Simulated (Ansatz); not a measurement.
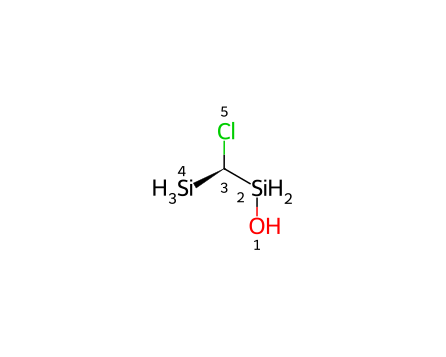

A structural formula, with wedges where it has stereocentres; small numbers name the atoms. The configuration is that of a computed structure (PBE-D4/def2-SVP).

### Give the R/S and E/Z labels.

C3: R.

### Give a SMILES with the stereochemistry.

O[SiH2][C@@H]([SiH3])Cl
